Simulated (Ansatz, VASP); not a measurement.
## Cross-check of Co (Cobalt) between VASP and Ansatz

Wanted: the spread between two codes on one cell, functional and k mesh. The cell comes out of the VASP series on this material, whose earlier steps may have relaxed, scaled or displaced it; both programs get it as it stands.

Program: Ansatz 0.2.0. Level of theory: plane waves, with VASP 6.6.1 beside it; relaxation of cell and atoms at PBEsol. Results are calculated unless marked as measured.

## 1. The structure

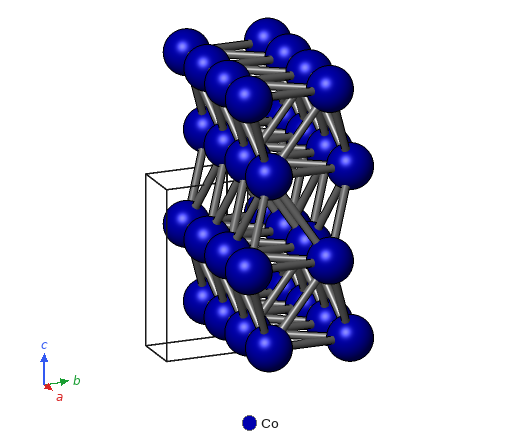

The starting structure, seen slightly off an axis (cobalt blue). 4×2×2 cells are drawn.

## 2. Ansatz: relaxation of cell and atoms, PBEsol

Ansatz runs on its default PAW (the set named soft_2) files.

The relaxed volume is the usual yardstick between codes: its relative difference is about their pressure difference at one cell divided by the bulk modulus.

Input file input.yaml:

```yaml
crystal:
  lattice:
    - [2.4545241693, 0.0, 0.0]
    - [-1.2272620847, 2.1256802848, 0.0]
    - [0.0, 0.0, 3.9615603228]
  atoms:
    - { symbol: Co, position: [0.6666666667, 0.3333333333, 0.75], spin: 2.0 }
    - { symbol: Co, position: [0.3333333333, 0.6666666667, 0.25], spin: 2.0 }
hamiltonian:
  xc: pbesol
  pseudopotentials: { kind: paw }
magnetization:
  spin_polarized: true
kpoints:
  mp_grid: { grid: [22, 22, 12] }
scf:
  occupations: { method: methfessel_paxton, width: 0.15 }
relax:
  f_tol: 0.01
  max_steps: 60
  cell: { stress_tol: 0.05 }
output:
  forces: true
  stress: true
  write_density: true
  write_potential: true
  elf: true
  volumetric_format: npy
```

The run is started by

```console
$ ansatz run input.yaml --threads 4 --pin off --max-ram 9216MiB --backend cpu --events-out ev --progress --plain --runs-dir out
```

Numbers of over 12 decimals in the logs are rounded to 6 here.

Output:

```text
Engine: ansatz 0.2.0, aarch64-unknown-linux-gnu
Pseudopotentials: kind: paw
Pseudopotential: Co, paw, valence charge 17, recommended cutoff 420 eV (normal), Co.paw.azcp
Functional definition: PBEsol
  exchange = pbesol_x
  correlation = pbesol_c
Crystal: 2 atoms, lattice volume = 20.670 Å³
Basis set: ecut = 420 eV, 391 PW (Γ), exchange–correlation on 36×36×54 points (8 copies of the dense FFT grid, shifted against one another)
Bands: 23, of which v1, the nominal top of the filled ones, is band 17 counted from 1 (16 counted from 0)
Symmetry: 24 space group operations
Space group: P63/mmc (ITA 194), of the structure as read, at distance tolerance 2.7e-5 Å
Magnetic group: BNS 194.263 (UNI 1493), of the structure as read, at distance tolerance 2.7e-5 Å
k-points: 364 of 5808
Non-local potential: Co, projectors of the file, l = 0: 3, l = 1: 2, l = 2: 3, l = 3: 1
PAW form: soft (Blöchl's): semilocal exchange-correlation on the pseudo side does not see the compensation charge
PAW frozen core: Co, regenerated for the run's functional, and the local potential with it (the file was generated under x = pbe(κ = 0.804, μ = 0.219515), c = pbe(β = 0.066725))
PAW one-centre angular grid: Co, 590 points (default); XC on 64 Gauss nodes
Initial density: superposition of atomic densities (chi_scale 0.1, normalization cell)
Starting moments: Σ|m| = 4 μB on 2 of 2 sites
Initial wavefunctions: pseudopotential atomic-orbital guess
Functional: x = pbesol(κ = 0.804, μ = 0.123457), c = pbesol(β = 0.046)
SCF iter   1: F=—  HF=-10185.598924 eV  |F-HF|=—  |Δ(HF+E_count)|=         —  Δρ=1.01e-1 (↑6.94e-2 ↓1.01e-1)  dr2=3.34e0  dr2_m=7.39e-2  M=3.517 μB ∫|m|=3.658 μB  β_m=0.30  ethr=3.10e-3  ⟨swp⟩=4.6  Hψ=60505  notcnv=0
Mixer restart at iter 1: flushing history
preconditioner: auto → none  [metal: Δε(μ)=0.000 eV  Ē_g=9.584 eV  σ=0.150 eV  W_gap=0.00  n_scr=8 (ndim 8)  ℏωp=34.7 eV  f_vac=0.000  D(μ)=1.57/eV (n_scr^D=22)  sad-step TF]
SCF iter   2: F=—  HF=-10184.494771 eV  |F-HF|=—  |Δ(HF+E_count)|=    1.10e0  Δρ=3.54e-2 (↑1.35e-2 ↓3.54e-2)  dr2=2.61e-1  dr2_m=5.61e-2  M=3.486 μB ∫|m|=3.670 μB  β_m=0.35  ethr=3.10e-3  ⟨swp⟩=2.6  Hψ=34833  notcnv=0  defer=937
SCF iter   3: F=—  HF=-10185.095892 eV  |F-HF|=—  |Δ(HF+E_count)|=         —  Δρ=1.54e-2 (↑1.16e-2 ↓1.54e-2)  dr2=2.03e-2  dr2_m=1.95e-2  M=3.301 μB ∫|m|=3.511 μB  β_m=0.35  ethr=7.68e-4  ⟨swp⟩=2.1  Hψ=22469  notcnv=0  defer=937
Mixer restart at iter 3: flushing history
SCF iter   4: F=—  HF=-10185.510323 eV  |F-HF|=—  |Δ(HF+E_count)|=   4.14e-1  Δρ=1.21e-2 (↑7.47e-3 ↓1.21e-2)  dr2=8.73e-3  dr2_m=1.40e-2  M=3.256 μB ∫|m|=3.485 μB  β_m=0.62  ethr=5.97e-5  ⟨swp⟩=2.1  Hψ=30199  notcnv=0  defer=938
SCF iter   5: F=—  HF=-10185.948368 eV  |F-HF|=—  |Δ(HF+E_count)|=   4.38e-1  Δρ=1.08e-2 (↑4.87e-3 ↓1.08e-2)  dr2=2.82e-2  dr2_m=3.14e-3  M=3.180 μB ∫|m|=3.443 μB  β_m=0.81  ethr=2.57e-5  ⟨swp⟩=2.0  Hψ=33855  notcnv=0  defer=872
SCF iter   6: F=—  HF=-10185.992916 eV  |F-HF|=—  |Δ(HF+E_count)|=   4.45e-2  Δρ=6.55e-3 (↑6.55e-3 ↓2.06e-3)  dr2=5.03e-3  dr2_m=1.41e-3  M=3.158 μB ∫|m|=3.429 μB  β_m=0.79  ethr=2.57e-5  ⟨swp⟩=2.0  Hψ=34099  notcnv=0  defer=768
SCF iter   7: F=—  HF=-10185.994861 eV  |F-HF|=—  |Δ(HF+E_count)|=   1.95e-3  Δρ=9.29e-4 (↑9.29e-4 ↓2.92e-4)  dr2=1.78e-4  dr2_m=2.01e-5  M=3.146 μB ∫|m|=3.422 μB  β_m=0.90  ethr=1.48e-5  ⟨swp⟩=1.6  Hψ=26642  notcnv=0  defer=789
SCF iter   8: F=—  HF=-10185.994878 eV  |F-HF|=—  |Δ(HF+E_count)|=   1.62e-5  Δρ=5.07e-4 (↑5.07e-4 ↓4.78e-4)  dr2=1.08e-4  dr2_m=2.88e-7  M=3.146 μB ∫|m|=3.421 μB  β_m=0.94  ethr=5.22e-7  ⟨swp⟩=1.0  Hψ=16744  notcnv=0  defer=802
SCF iter   9: F=—  HF=-10185.985576 eV  |F-HF|=—  |Δ(HF+E_count)|=         —  Δρ=5.27e-4 (↑4.97e-4 ↓5.27e-4)  dr2=1.45e-7  dr2_m=4.95e-5  M=3.153 μB ∫|m|=3.427 μB  β_m=0.94  ethr=3.18e-7  ⟨swp⟩=2.0  Hψ=22671  notcnv=0  defer=815
Mixer restart at iter 9: flushing history
iteration 9: the input's own smearing fills from here on; a Gaussian of 0.15 eV has filled iterations ahead of it
SCF iter  10: F=—  HF=-10185.985584 eV  |F-HF|=—  |Δ(HF+E_count)|=   8.29e-6  S|Δr|=    0.00e0  Δρ=2.16e-4 (↑2.16e-4 ↓1.52e-4)  dr2=4.09e-7  dr2_m=6.38e-6  M=3.155 μB ∫|m|=3.429 μB  β_m=0.97  ethr=4.26e-10  ⟨swp⟩=2.7  Hψ=29521  notcnv=0  defer=815
SCF iter  11: F=—  HF=-10185.985588 eV  |F-HF|=—  |Δ(HF+E_count)|=   3.96e-6  S|Δr|=    0.00e0  Δρ=1.80e-4 (↑1.67e-4 ↓1.80e-4)  dr2=1.27e-5  dr2_m=1.13e-8  M=3.155 μB ∫|m|=3.430 μB  β_m=0.97  ethr=4.26e-10  ⟨swp⟩=3.2  Hψ=34353  notcnv=0  defer=815
SCF iter  12: F=-10185.985585 eV  HF=-10185.985585 eV  |F-HF|=3.69e-10  |Δ(HF+E_count)|=   2.93e-6  S|Δr|=    0.00e0  Δρ=1.01e-5 (↑1.01e-5 ↓5.62e-6)  dr2=6.34e-9  dr2_m=1.02e-8  M=3.155 μB ∫|m|=3.430 μB  ethr=2.94e-10  ⟨swp⟩=5.8  Hψ=107619  notcnv=0
SCF 1 converged in 12 iterations: F = -10185.985585 eV  dr2 = 6.34e-9
  greatest PAW one-centre occupation: 1.001 electrons in one spin orbital (limit 2), on the Co atom at site 1 (counted from 0), in its partial waves of l = 1
relax step   1: F+E_penalty+E_count = -10185.98558507 eV  Δ(F+E_penalty+E_count) = +0.000e0 eV  max|allowed force component| = 4.626e-17 eV/Å  Δτ_max = 0.0000 Å  P = +0.968 GPa  Ω = 20.670 Å³  (12 SCF iters, dr2 threshold 1.00e-7 eV, accepted)
[...]
relax step   2: F+E_penalty+E_count = -10185.98571616 eV  Δ(F+E_penalty+E_count) = -1.311e-4 eV  max|allowed force component| = 3.701e-17 eV/Å  Δτ_max = 0.0000 Å  P = +0.466 GPa  Ω = 20.711 Å³  energy of the carried Pulay correction = -5.379e-5 eV  (5 SCF iters, dr2 threshold 2.00e-7 eV, accepted)
[...]
relax step   3: F+E_penalty+E_count = -10185.98572262 eV  Δ(F+E_penalty+E_count) = -6.457e-6 eV  max|allowed force component| = 2.776e-17 eV/Å  Δτ_max = 0.0000 Å  P = +0.002 GPa  Ω = 20.749 Å³  energy of the carried Pulay correction = -1.038e-4 eV  (5 SCF iters, dr2 threshold 2.00e-7 eV, accepted)
[...]
relax step   4: F+E_penalty+E_count = -10185.98582804 eV  Δ(F+E_penalty+E_count) = -1.054e-4 eV  max|allowed force component| = 4.163e-17 eV/Å  Δτ_max = 0.0000 Å  P = +0.014 GPa  Ω = 20.749 Å³  stress off target by 2.03e-2 GPa  SCF on the basis re-selected at this cell (its energy is not comparable with the rows above)  (6 SCF iters)
basis re-selected at this cell: Δ(F+E_penalty+E_count) = -1.054e-4 eV, ΔP = +0.011 GPa vs the last step (what re-selecting the basis moved, of the pressure what is left beyond the Pulay correction that the steps carried, after the strain that the cell walked since its last selection, with what the two solves' SCF thresholds leave and, on support functions, any second-order correction that the steps lacked; it is no m [...]
SCF converged after 6 iterations
Stability not checked: this state was not tested for a lower state beside it, because cold or Methfessel-Paxton smearing, or corrected tetrahedra, fill the levels in a way that the test cannot read (fill_not_monotonic; see scf.lower_state_search)
Magnetization: 3.1612 μB (18.5806 up, 15.4194 down)
Absolute magnetization: 3.4395 μB (∫|ρ↑−ρ↓|, with the PAW one-centre terms)
Spin contamination: 0.0458 ħ² per cell (⟨S²⟩ above its minimum at these occupations)
Per-site moments (μB) at R_I (Å): [(1.645061, 1.005997), (1.645061, 1.005997)]
Free energy (F): -10185.985828 eV
Harris-Foulkes:  -10185.985828 eV  (|F-HF|=0.00e0)
Internal energy: -10185.985956 eV  (E = F + TS)
E sigma→0 (E₀):  -10185.985860 eV
Entropy (-TS):   0.000128 eV (0.064 meV/atom)
Fermi energy:    19.528052 eV
--- Per-component energies (eV) ---
  E_band       = -457.958622
  E_kinetic    = 910.158499
  E_local      = -5535.739805  (includes V_loc(G=0)·N_el)
  E_nonlocal   = 911.037649
  E_hartree    = 2320.441913
  E_xc         = -316.447602
  E_vxc        = -410.288833  (∫ρ·V_xc dr)
  E_paw        = -2965.145973  (= ΣΔE_a)
  E_vpaw       = -974.010084  (= ΣTr[D̂ρ^β])
  E_aug_tail   = 0.000118  (compensation charges beyond the density's cutoff)
  E_ewald      = -5510.667594
  E_core_change = 0.376838  (= ΣΔE_core)
  E_smearing   = 0.000128  (= −TS)
  E_closure    = -0.000000  (closes the sum)
  Σ components = -10185.985828   (vs F -10185.985828, Δ=0.00e0)
--- Forces (eV/Å), atoms counted from 1 ---
  atom   1  Co    -0.00000000    -0.00000000     0.00000000
  atom   2  Co     0.00000000     0.00000000     0.00000000
  max |Σ_I F_I| component: 1.39e-17 eV/Å
--- Stress (GPa, compression-positive) ---
        0.010573       0.000000       0.000000
       -0.000000       0.010573       0.000000
        0.000000       0.000000       0.020313
  P = ⅓ Tr σ = 0.0138 GPa (0.138 kbar)
--- Band table (eV; the first three rows and the last of 728) ---
  k-point 0 ↑: bands = [... 13 lower, 17.2299, 17.2299, 17.6057, 17.6057, 18.8136, 18.8136, 19.2992, 26.2542, ... 2 higher]
  k-point 1 ↑: bands = [... 13 lower, 17.2083, 17.2083, 17.6562, 17.6562, 18.8102, 18.8102, 19.0103, 26.6822, ... 2 higher]
  k-point 2 ↑: bands = [... 13 lower, 17.1485, 17.1485, 17.7851, 17.7851, 18.3312, 18.7965, 18.7965, 27.7913, ... 2 higher]
  k-point 363 ↓: bands = [... 13 lower, 17.6590, 19.3240, 19.3240, 20.6971, 20.6971, 25.8594, 25.8594, 28.0504, ... 2 higher]
--- Relaxed structure (3 steps of the walk, 3 accepted, 1 SCFs on fresh bases) ---
  F+E_penalty+E_count = -10185.98582804 eV   max|allowed force component| = 4.163e-17 eV/Å   (the final SCF, on the basis selected at the relaxed cell)
  cell:  # Å, volume = 20.7493 Å³
    - [2.457529, 2.890286539102437e-11, 0.0]
    - [-1.228764, 2.128282, 0.0]
    - [0.0, 0.0, 3.967115]
  atoms:
    - { symbol: Co, position: [0.666667, 0.333333, 0.750000] }
    - { symbol: Co, position: [0.333333, 0.666667, 0.25] }
```

Run time: 18 s. Hardware: 4 threads of Arm Neoverse V2, shared host; peak memory 0.56 GiB; 68 s of CPU time.

## 3. VASP: relaxation of cell and atoms, PBEsol

The same cell, functional, mesh and smearing now go to VASP, with its own data sets and cutoff.

Lines of VASP's logs that name or quote its potential files are left out, and so is its time.

Input file INCAR:

```
SYSTEM = Co
PREC = Accurate
ENCUT = 520
EDIFF = 1E-07
NELM = 100
ISMEAR = 1
SIGMA = 0.15
LREAL = .FALSE.
ALGO = Normal
GGA = PS
NBANDS = 19
ISPIN = 2
MAGMOM = 2 2
LASPH = .TRUE.
LMAXMIX = 4
LORBIT = 11
LWAVE = .FALSE.
LCHARG = .FALSE.
KPAR = 4
IBRION = 2
NSW = 50
ISIF = 3
EDIFFG = -0.005
```

Input file POSCAR:

```
Co
1.0
    2.4545241693      0.0000000000      0.0000000000
   -1.2272620847      2.1256802848      0.0000000000
    0.0000000000      0.0000000000      3.9615603228
Co
2
Direct
    0.6666666667      0.3333333333      0.7500000000
    0.3333333333      0.6666666667      0.2500000000
```

Input file KPOINTS:

```
Automatic mesh
0
Gamma
22 22 12
0 0 0
```

PAW data sets: Co (PBE family, release 64).

The run is started by

```console
$ mpirun -np 4 vasp_std
```

Output:

```text
[banner, memory and clock lines left out]
running    4 mpi-ranks, on    1 nodes
 distrk:  each k-point on    1 cores,    4 groups
 distr:  one band on    1 cores,    1 groups

 POSCAR found type information on POSCAR Co
 POSCAR found :  1 types and       2 ions
|                                                                             |
|               ----> ADVICE to this user running VASP <----                  |
|                                                                             |
|     You enforced a specific xc type in the INCAR file but a different       |
|     [... a line on the potential file left out ...]
|     I HOPE YOU KNOW WHAT YOU ARE DOING!                                     |
|                                                                             |

 LDA part: xc-table for (Slater+PW92), standard interpolation
 POSCAR, INCAR and KPOINTS ok, starting setup
 FFT: planning ... GRIDC
 FFT: planning ... GRID_SOFT
 FFT: planning ... GRID
 WAVECAR not read
 entering main loop
       N       E                     dE             d eps       ncg     rms          rms(c)
DAV:   1     0.814190879591E+02    0.81419E+02   -0.83259E+03 29163   0.132E+03
DAV:   2    -0.138603825899E+02   -0.95279E+02   -0.85966E+02 27910   0.223E+02
DAV:   3    -0.178608984675E+02   -0.40005E+01   -0.38505E+01 30553   0.564E+01
DAV:   4    -0.179217045928E+02   -0.60806E-01   -0.60762E-01 34347   0.604E+00
DAV:   5    -0.179233286337E+02   -0.16240E-02   -0.16239E-02 31805   0.922E-01    0.167E+01
DAV:   6    -0.158965266942E+02    0.20268E+01   -0.87150E+00 30378   0.619E+01    0.653E+00
DAV:   7    -0.155170799140E+02    0.37945E+00   -0.12726E+00 32691   0.216E+01    0.393E+00
DAV:   8    -0.154911378713E+02    0.25942E-01   -0.15146E-02 40023   0.128E+00    0.181E+00
DAV:   9    -0.154743958946E+02    0.16742E-01   -0.26863E-03 45242   0.977E-01    0.480E-01
DAV:  10    -0.154736709922E+02    0.72490E-03   -0.49707E-04 35969   0.268E-01    0.147E-01
DAV:  11    -0.154735673408E+02    0.10365E-03   -0.51849E-05 41578   0.111E-01    0.282E-02
DAV:  12    -0.154735634263E+02    0.39145E-05   -0.47580E-06 31435   0.195E-02    0.169E-02
DAV:  13    -0.154735628154E+02    0.61089E-06   -0.18269E-06 41365   0.159E-02    0.638E-03
DAV:  14    -0.154735624365E+02    0.37893E-06   -0.17062E-07 28644   0.379E-03    0.151E-03
DAV:  15    -0.154735621962E+02    0.24032E-06   -0.86769E-09 15380   0.139E-03    0.110E-03
DAV:  16    -0.154735622599E+02   -0.63715E-07   -0.24461E-09 14945   0.722E-04
   1 F= -.15473562E+02 E0= -.15473587E+02  d E =-.154736E+02  mag=     3.1464
 curvature:   0.00 expect dE= 0.000E+00 dE for cont linesearch  0.000E+00
 trial: gam= 0.00000 g(F)=  0.382E-49 g(S)=  0.315E-05 ort = 0.000E+00 (trialstep = 0.100E+01)
 search vector abs. value=  0.315E-05
 reached required accuracy - stopping structural energy minimisation
```

(Continued in part 2 of 2.)

[Lines on the potential files, build, host, timing and source positions are cut from VASP's logs without a mark.]

[Logs are printed without paths, hosts, clocks, repeated set-up lines and the standing remarks that a program may print on its own settings, such as how far it seeks lower states.]

[Hosts, paths, dates, database ids (printed as entryN), source tags and the programs' standing remarks are cut or masked in the printed files.]
